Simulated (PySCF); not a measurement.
**C₂H₄O₂Si: electronic excitations at several levels of theory**

How much do the electronic excitations of C₂H₄O₂Si (`O=C[SiH2]C=O`) depend on the level of theory, and what does each level cost?

Computed with PySCF 2.14.0, with density-fitted response routines of our own, on a single molecule in the gas phase. Atoms are numbered from 0 throughout.

## 1. The molecule as given

9 atoms, charge 0, multiplicity 1; geometry from: GFN2-xTB. The atoms were then displaced at random by about 0.01 Å, so the start is not that level's minimum.

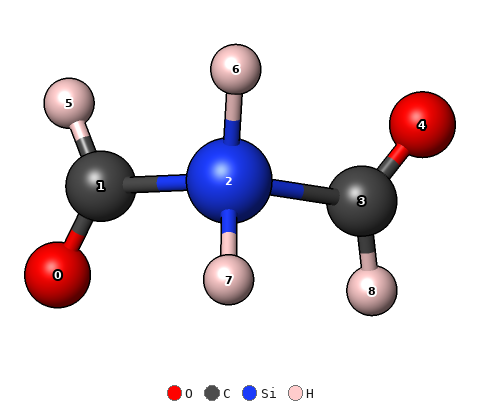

As it starts; oxygen red, carbon dark grey, silicon blue, hydrogen pink, atoms numbered.

## 2. Relaxing the molecule at PBE0-D3(BJ)/def2-SVP

Job settings and geometry (Å):

```
{"job": {"xc": "PBE0", "basis": "def2-SVP", "d3": "d3bj", "grid": 1, "shake": 0.01, "kind": "geom"}, "charge": 0, "multiplicity": 1}
O     -1.769180    -1.299910     0.908780
C     -1.404400    -0.685150    -0.068350
Si    -0.168860     0.778690     0.014890
C      1.587960    -0.111280     0.015600
O      2.291730    -0.159210    -0.939150
H     -1.753030    -0.989890    -1.075040
H     -0.291400     1.607440    -1.166280
H     -0.276170     1.471200     1.298470
H      1.841170    -0.629040     0.977350
```

Run with:

```bash
> OMP_NUM_THREADS=1 python probes_run.py task.json out
```

One launch serves the whole session: the jobs run in the order shown.

What it wrote:

```text
step   0  E = -517.85927662  max force = 0.027682
step   1  E = -517.86124028  max force = 0.012963
step   2  E = -517.86152033  max force = 0.002150
step   3  E = -517.86156951  max force = 0.003819
step   4  E = -517.86164015  max force = 0.002729
step   5  E = -517.86167477  max force = 0.001277
step   6  E = -517.86169589  max force = 0.001111
step   7  E = -517.86172330  max force = 0.001816
step   8  E = -517.86173136  max force = 0.000934
step   9  E = -517.86174088  max force = 0.000861
step  10  E = -517.86174061  max force = 0.000428
optimisation converged
```

It took 31 s on 1 thread of Arm Neoverse V2, shared host; peak memory 0.39 GiB.

The steps of the relaxation:

| step | energy from step 0 (eV) | largest force component (eV/Å) |
| --- | --- | --- |
| 0 | 0.0000 | 1.4235 |
| 1 | -0.0534 | 0.6666 |
| 2 | -0.0611 | 0.1106 |
| 3 | -0.0624 | 0.1964 |
| 4 | -0.0643 | 0.1403 |
| 5 | -0.0653 | 0.0657 |
| 6 | -0.0658 | 0.0571 |
| 7 | -0.0666 | 0.0934 |
| 8 | -0.0668 | 0.0480 |
| 9 | -0.0671 | 0.0443 |
| 10 | -0.0670 | 0.0220 |

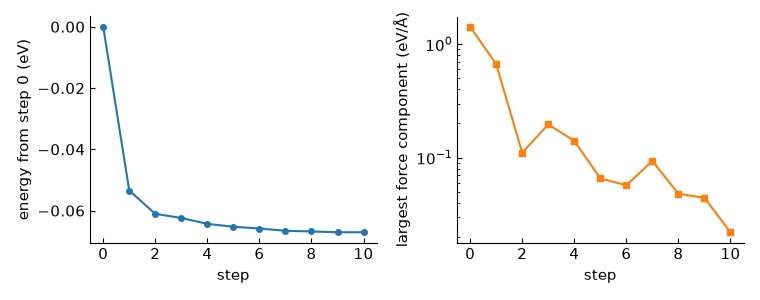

Energy and force, step by step.

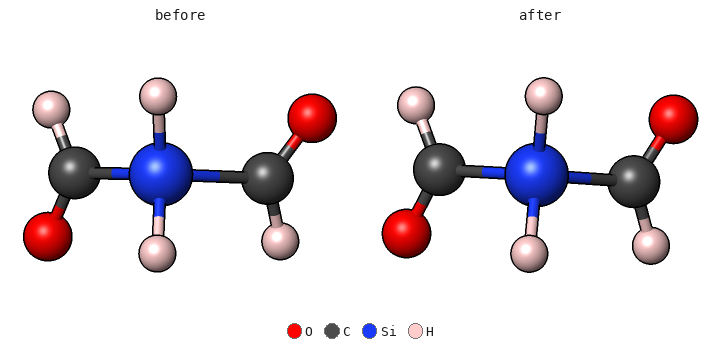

Before and after, at one scale.

Close pairs (by a distance rule), those that changed most:

| bond | before (Å) | after (Å) | change (Å) |
| --- | --- | --- | --- |
| Si2–H6 | 1.448 | 1.490 | +0.042 |
| Si2–C3 | 1.969 | 1.936 | -0.033 |
| Si2–H7 | 1.462 | 1.490 | +0.028 |
| C1–Si2 | 1.917 | 1.937 | +0.020 |
| C1–H5 | 1.108 | 1.126 | +0.017 |
| C3–O4 | 1.187 | 1.204 | +0.017 |
| O0–C1 | 1.211 | 1.205 | -0.006 |
| C3–H8 | 1.121 | 1.126 | +0.005 |

The next job starts from the end point, and lists it.

| at the end point | value |
| --- | --- |
| point group (found at 0.08 Å tolerance) | C1 |
| rotational constants (GHz, main isotopes) | 8.169, 2.148, 1.913 |
| dipole moment (D) | 1.34 |

## 3. Ultraviolet spectrum: PBE0/def2-TZVP

Job settings and geometry (Å):

```
{"job": {"kind": "uv", "xc": "PBE0", "basis": "def2-TZVP"}, "charge": 0, "multiplicity": 1}
O     -1.951164    -1.052633     0.875264
C     -1.480620    -0.540511    -0.108291
Si    -0.059945     0.769847     0.026968
C      1.563713    -0.284606     0.061265
O      2.201317    -0.496827    -0.937605
H     -1.831132    -0.849081    -1.132355
H     -0.031010     1.658731    -1.168251
H     -0.231572     1.516621     1.305193
H      1.878835    -0.736170     1.043308
```

Method: TDDFT PBE0/def2-TZVP, vertical, gas phase, core orbitals frozen in the response.

What it wrote:

```text
coarse grid: 8448 points
cycle   1  E = -518.0247312537  dE =  5.856e-01  |g| = 1.008e+00  |ddm| = 2.400e+00
cycle   2  E = -517.0996379958  dE =  9.251e-01  |g| = 2.373e+00  |ddm| = 2.353e+00
cycle   3  E = -518.2261759389  dE = -1.127e+00  |g| = 5.628e-02  |ddm| = 1.838e+00
cycle   4  E = -518.2266988834  dE = -5.229e-04  |g| = 3.921e-02  |ddm| = 9.092e-02
cycle   5  E = -518.2270510410  dE = -3.522e-04  |g| = 1.062e-02  |ddm| = 3.348e-02
cycle   6  E = -518.2270753255  dE = -2.428e-05  |g| = 3.581e-03  |ddm| = 1.070e-02
cycle   7  E = -518.2270769655  dE = -1.640e-06  |g| = 2.245e-03  |ddm| = 2.998e-03
final grid: 78248 points
cycle   8  E = -518.2233892041  dE =  3.039e-06  |g| = 1.379e-02  |ddm| = 2.267e-02
cycle   9  E = -518.2232649244  dE =  1.243e-04  |g| = 2.935e-02  |ddm| = 1.970e-02
cycle  10  E = -518.2234227193  dE = -1.578e-04  |g| = 9.934e-04  |ddm| = 1.448e-02
cycle  11  E = -518.2234229322  dE = -2.129e-07  |g| = 1.850e-04  |ddm| = 9.056e-04
cycle  12  E = -518.2234229401  dE = -7.934e-09  |g| = 3.824e-05  |ddm| = 1.490e-04
cycle  13  E = -518.2234229404  dE = -2.910e-10  |g| = 2.290e-05  |ddm| = 4.064e-05
converged SCF energy = -518.2234229404

Static polarisability (au): isotropic 57.949, principal 50.394 54.898 68.555

Singlet excitations
state   eV       nm        f      main configurations
  1   2.9489    420.4   0.00913   H->L 0.84, H-1->L+1 0.15
  2   3.2712    379.0   0.00208   H-1->L 0.64, H->L+1 0.34
  3   4.3498    285.0   0.00423   H->L+1 0.65, H-1->L 0.35
  4   5.0679    244.6   0.13690   H-1->L+1 0.83, H->L 0.15
  5   6.6072    187.7   0.02013   H->L+2 0.84, H->L+4 0.10
  6   6.7105    184.8   0.00699   H->L+4 0.74, H->L+2 0.13
  7   6.7291    184.3   0.00953   H-2->L 0.90
  8   6.8090    182.1   0.04530   H->L+3 0.83
  9   7.2700    170.5   0.06503   H-1->L+3 0.45, H-1->L+2 0.40
 10   7.3218    169.3   0.05311   H-1->L+3 0.47, H-1->L+2 0.45

Triplet excitations (Tamm-Dancoff, eV): 2.2202 2.5546 4.1203 4.4462
```

Wall time 16 s (1 thread of Arm Neoverse V2, shared host); peak memory 0.76 GiB.

The orbitals next to the gap, with their largest atomic shares:

| orbital | eV | atoms |
| --- | --- | --- |
| HOMO−3 | -11.44 | O0 22 %, O4 21 %, Si2 17 % |
| HOMO−2 | -10.41 | Si2 45 %, H7 25 %, H6 24 % |
| HOMO−1 | -7.74 | O0 26 %, O4 25 %, Si2 12 % |
| HOMO | -7.13 | O4 25 %, O0 24 %, Si2 14 % |
| LUMO | -2.39 | C1 25 %, C3 23 %, Si2 17 % |
| LUMO+1 | -1.54 | C3 26 %, C1 24 %, Si2 23 % |
| LUMO+2 | 0.80 | Si2 69 %, C3 10 %, C1 7 % |

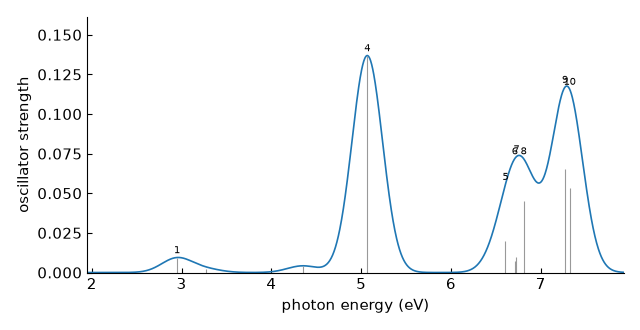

Absorption spectrum from the 10 singlet states computed; above the last one it falls off for lack of states. Lines are broadened to a width of 0.40 eV (Gaussian).

Further results of this job:

```
           property  computed
  dipole moment (D)      1.42
polarisability (Å³)      8.59
 HOMO–LUMO gap (eV)      4.74
      −ε(HOMO) (eV)      7.13
```

## 4. Excited states and response: PBE0/aug-cc-pVDZ

Settings changed since step 3:

```diff
@@ -1,2 +1,2 @@
-{"job": {"kind": "uv", "xc": "PBE0", "basis": "def2-TZVP"}, "charge": 0, "multiplicity": 1}
+{"job": {"kind": "uv", "xc": "PBE0", "basis": "aug-cc-pVDZ"}, "charge": 0, "multiplicity": 1}
 O     -1.951164    -1.052633     0.875264
```

Level: TDDFT PBE0/aug-cc-pVDZ, vertical, gas phase, core orbitals frozen in the response.

What it wrote:

```text
coarse grid: 8448 points
cycle   1  E = -517.9535410754  dE =  6.119e-01  |g| = 9.535e-01  |ddm| = 6.096e+00
cycle   2  E = -517.0791202166  dE =  8.744e-01  |g| = 2.270e+00  |ddm| = 3.289e+00
cycle   3  E = -518.1449421253  dE = -1.066e+00  |g| = 4.251e-02  |ddm| = 2.336e+00
cycle   4  E = -518.1452747567  dE = -3.326e-04  |g| = 2.842e-02  |ddm| = 1.573e-01
cycle   5  E = -518.1454681720  dE = -1.934e-04  |g| = 8.455e-03  |ddm| = 6.384e-02
cycle   6  E = -518.1454850092  dE = -1.684e-05  |g| = 2.549e-03  |ddm| = 1.413e-02
cycle   7  E = -518.1454858922  dE = -8.830e-07  |g| = 1.648e-03  |ddm| = 4.542e-03
final grid: 78248 points
cycle   8  E = -518.1533793724  dE =  1.094e-05  |g| = 1.195e-02  |ddm| = 6.410e-02
cycle   9  E = -518.1532794499  dE =  9.992e-05  |g| = 2.559e-02  |ddm| = 3.961e-02
cycle  10  E = -518.1534070560  dE = -1.276e-04  |g| = 8.824e-04  |ddm| = 2.661e-02
cycle  11  E = -518.1534072540  dE = -1.981e-07  |g| = 8.648e-05  |ddm| = 1.685e-03
cycle  12  E = -518.1534072562  dE = -2.181e-09  |g| = 2.213e-05  |ddm| = 2.094e-04
cycle  13  E = -518.1534072564  dE = -1.742e-10  |g| = 1.053e-05  |ddm| = 6.432e-05
converged SCF energy = -518.1534072564

Static polarisability (au): isotropic 62.107, principal 54.468 58.255 73.598

Singlet excitations
state   eV       nm        f      main configurations
  1   2.9705    417.4   0.00865   H->L 0.84, H-1->L+1 0.15
  2   3.2823    377.7   0.00177   H-1->L 0.61, H->L+1 0.36
  3   4.3265    286.6   0.00319   H->L+1 0.62, H-1->L 0.37
  4   5.0188    247.0   0.13032   H-1->L+1 0.81, H->L 0.15
  5   6.1970    200.1   0.01821   H->L+2 0.68, H->L+4 0.24
  6   6.3026    196.7   0.02395   H->L+3 0.87
  7   6.4640    191.8   0.02765   H->L+4 0.41, H->L+5 0.26, H->L+2 0.18
  8   6.5158    190.3   0.01715   H->L+5 0.41, H->L+4 0.21, H->L+6 0.18
  9   6.7164    184.6   0.00660   H-2->L 0.85
 10   6.7732    183.1   0.04161   H->L+7 0.37, H-1->L+3 0.24, H-1->L+2 0.10

Triplet excitations (Tamm-Dancoff, eV): 2.2542 2.5849 4.1136 4.4276
```

Wall time 13 s (1 thread of Arm Neoverse V2, shared host); peak memory 0.69 GiB.

Key values: HOMO -7.15 eV, LUMO -2.41 eV; lowest singlet 2.97 eV.

## 5. Excited states and response: PBE0/def2-TZVPD

Settings changed since step 4:

```diff
@@ -1,2 +1,2 @@
-{"job": {"kind": "uv", "xc": "PBE0", "basis": "aug-cc-pVDZ"}, "charge": 0, "multiplicity": 1}
+{"job": {"kind": "uv", "xc": "PBE0", "basis": "def2-TZVPD"}, "charge": 0, "multiplicity": 1}
 O     -1.951164    -1.052633     0.875264
```

With the program's defaults for keys left out, this is: TDDFT PBE0/def2-TZVPD, vertical, gas phase, core orbitals frozen in the response.

What it wrote:

```text
coarse grid: 8448 points
cycle   1  E = -518.0267492800  dE =  5.861e-01  |g| = 1.007e+00  |ddm| = 2.334e+00
cycle   2  E = -517.0890811549  dE =  9.377e-01  |g| = 2.384e+00  |ddm| = 1.655e+00
cycle   3  E = -518.2279885814  dE = -1.139e+00  |g| = 5.369e-02  |ddm| = 1.192e+00
cycle   4  E = -518.2284812894  dE = -4.927e-04  |g| = 3.660e-02  |ddm| = 7.498e-02
cycle   5  E = -518.2287852577  dE = -3.040e-04  |g| = 1.044e-02  |ddm| = 2.899e-02
cycle   6  E = -518.2288090401  dE = -2.378e-05  |g| = 3.336e-03  |ddm| = 8.307e-03
cycle   7  E = -518.2288103729  dE = -1.333e-06  |g| = 2.247e-03  |ddm| = 2.555e-03
final grid: 78248 points
cycle   8  E = -518.2251262210  dE =  1.955e-06  |g| = 1.371e-02  |ddm| = 6.422e-02
cycle   9  E = -518.2250026113  dE =  1.236e-04  |g| = 2.926e-02  |ddm| = 1.804e-02
cycle  10  E = -518.2251592752  dE = -1.567e-04  |g| = 9.831e-04  |ddm| = 1.272e-02
cycle  11  E = -518.2251594834  dE = -2.081e-07  |g| = 1.868e-04  |ddm| = 8.187e-04
cycle  12  E = -518.2251594915  dE = -8.158e-09  |g| = 3.579e-05  |ddm| = 1.662e-04
cycle  13  E = -518.2251594918  dE = -3.083e-10  |g| = 1.720e-05  |ddm| = 4.089e-05
converged SCF energy = -518.2251594918

Static polarisability (au): isotropic 61.881, principal 54.428 58.031 73.185

Singlet excitations
state   eV       nm        f      main configurations
  1   2.9363    422.2   0.00853   H->L 0.84, H-1->L+1 0.15
  2   3.2560    380.8   0.00182   H-1->L 0.62, H->L+1 0.35
  3   4.3043    288.0   0.00342   H->L+1 0.63, H-1->L 0.36
  4   4.9959    248.2   0.12811   H-1->L+1 0.82, H->L 0.15
  5   6.3494    195.3   0.01395   H->L+2 0.88
  6   6.4644    191.8   0.00933   H->L+4 0.52, H->L+5 0.39
  7   6.5104    190.4   0.02749   H->L+5 0.51, H->L+4 0.42
  8   6.6678    185.9   0.00810   H-2->L 0.49, H->L+3 0.31
  9   6.7134    184.7   0.03772   H-2->L 0.45, H->L+3 0.40
 10   6.9477    178.5   0.05461   H->L+6 0.42, H-1->L+2 0.18, H->L+3 0.17

Triplet excitations (Tamm-Dancoff, eV): 2.2148 2.5462 4.0865 4.4093
```

Wall time 25 s (1 thread of Arm Neoverse V2, shared host); peak memory 0.86 GiB.

Key values: HOMO -7.17 eV, LUMO -2.45 eV; lowest singlet 2.94 eV.

## 6. Excited states and response: PBE0/6-31+G*

Settings changed since step 5:

```diff
@@ -1,2 +1,2 @@
-{"job": {"kind": "uv", "xc": "PBE0", "basis": "def2-TZVPD"}, "charge": 0, "multiplicity": 1}
+{"job": {"kind": "uv", "xc": "PBE0", "basis": "6-31+G*"}, "charge": 0, "multiplicity": 1}
 O     -1.951164    -1.052633     0.875264
```

With the program's defaults for keys left out, this is: TDDFT PBE0/6-31+G*, vertical, gas phase, core orbitals frozen in the response.

What it wrote:

```text
coarse grid: 8448 points
cycle   1  E = -517.9725966595  dE =  5.972e-01  |g| = 9.372e-01  |ddm| = 2.901e+00
cycle   2  E = -517.1359744296  dE =  8.366e-01  |g| = 2.222e+00  |ddm| = 2.821e+00
cycle   3  E = -518.1602579331  dE = -1.024e+00  |g| = 4.100e-02  |ddm| = 2.119e+00
cycle   4  E = -518.1605662398  dE = -3.083e-04  |g| = 2.719e-02  |ddm| = 8.541e-02
cycle   5  E = -518.1607429737  dE = -1.767e-04  |g| = 8.063e-03  |ddm| = 3.053e-02
cycle   6  E = -518.1607575626  dE = -1.459e-05  |g| = 2.888e-03  |ddm| = 1.119e-02
cycle   7  E = -518.1607587400  dE = -1.177e-06  |g| = 1.688e-03  |ddm| = 3.144e-03
final grid: 78248 points
cycle   8  E = -518.1096753947  dE =  1.340e-05  |g| = 1.244e-02  |ddm| = 1.662e-02
cycle   9  E = -518.1095683102  dE =  1.071e-04  |g| = 2.649e-02  |ddm| = 2.548e-02
cycle  10  E = -518.1097056715  dE = -1.374e-04  |g| = 9.544e-04  |ddm| = 1.838e-02
cycle  11  E = -518.1097059154  dE = -2.439e-07  |g| = 6.202e-05  |ddm| = 1.110e-03
cycle  12  E = -518.1097059166  dE = -1.272e-09  |g| = 2.593e-05  |ddm| = 1.576e-04
cycle  13  E = -518.1097059169  dE = -2.076e-10  |g| = 1.131e-05  |ddm| = 4.563e-05
converged SCF energy = -518.1097059169

Static polarisability (au): isotropic 56.834, principal 48.157 54.297 68.049

Singlet excitations
state   eV       nm        f      main configurations
  1   3.0195    410.6   0.00923   H->L 0.83, H-1->L+1 0.15
  2   3.3268    372.7   0.00194   H-1->L 0.62, H->L+1 0.35
  3   4.3987    281.9   0.00447   H->L+1 0.63, H-1->L 0.37
  4   5.0844    243.9   0.13837   H-1->L+1 0.81, H->L 0.15
  5   6.3622    194.9   0.01599   H->L+2 0.88
  6   6.4652    191.8   0.02397   H->L+3 0.91
  7   6.7090    184.8   0.02032   H->L+5 0.65, H->L+4 0.20
  8   6.7580    183.5   0.03375   H->L+4 0.57, H->L+5 0.22
  9   6.8599    180.7   0.01479   H-2->L 0.91
 10   6.9685    177.9   0.04871   H-1->L+2 0.48, H-1->L+3 0.23, H->L+7 0.10

Triplet excitations (Tamm-Dancoff, eV): 2.3143 2.6340 4.1766 4.4876
```

It took 8 s on 1 thread of Arm Neoverse V2, shared host; peak memory 0.51 GiB.

Key values: HOMO -7.20 eV, LUMO -2.39 eV; lowest singlet 3.02 eV.

## 7. Side by side: electronic excitations

Excitations and ground-state properties, with basis size and wall time:

```csv
run,lowest singlet (eV),brightest (eV),f,gap (eV),α (Å³),μ (D),functions,time
PBE0/def2-TZVP,2.95,5.07,0.137,4.74,8.59,1.42,185,16 s
PBE0/aug-cc-pVDZ,2.97,5.02,0.130,4.74,9.20,1.45,155,13 s
PBE0/def2-TZVPD,2.94,5.00,0.128,4.72,9.17,1.45,233,25 s
PBE0/6-31+G*,3.02,5.08,0.138,4.81,8.42,1.52,102,8 s
```

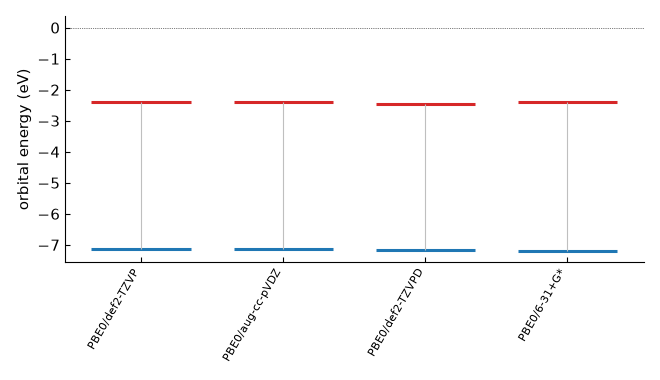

HOMO (blue) and LUMO (red) run by run.

## 8. What came out

| quantity | value |
| --- | --- |
| point group | C1 |
| rotational constants (main isotopes) | 8.17, 2.15, 1.91 GHz |
| lowest singlet (PBE0/def2-TZVP) | 2.95 eV (420 nm), f = 0.009 |
| brightest single state of those computed | state 4, 5.07 eV, f = 0.137 |
| lowest triplet | 2.22 eV |
| range of the lowest singlet | 2.94 to 3.02 eV |

Single values in the summary come from the first run of each kind that ended normally (PBE0/def2-TZVP), which need not be the best level. Over 10 steps the energy fell by 0.067 eV; of the close pairs, Si2–H6 changed most, 1.448 to 1.490 Å. The first singlet state (HOMO→LUMO 0.84, HOMO−1→LUMO+1 0.15) lies at 2.95 eV and is weak; of the 10 states computed, the strongest absorption comes from state 4 at 5.07 eV. The lowest triplet lies 0.73 eV below the lowest singlet (triplets in Tamm-Dancoff, singlets in full TDDFT). The lowest singlet runs from 2.94 eV (PBE0/def2-TZVPD) to 3.02 eV (PBE0/6-31+G*), while the orbital gap spans 4.72 to 4.81 eV. The lowest state need not be the same one in every run.
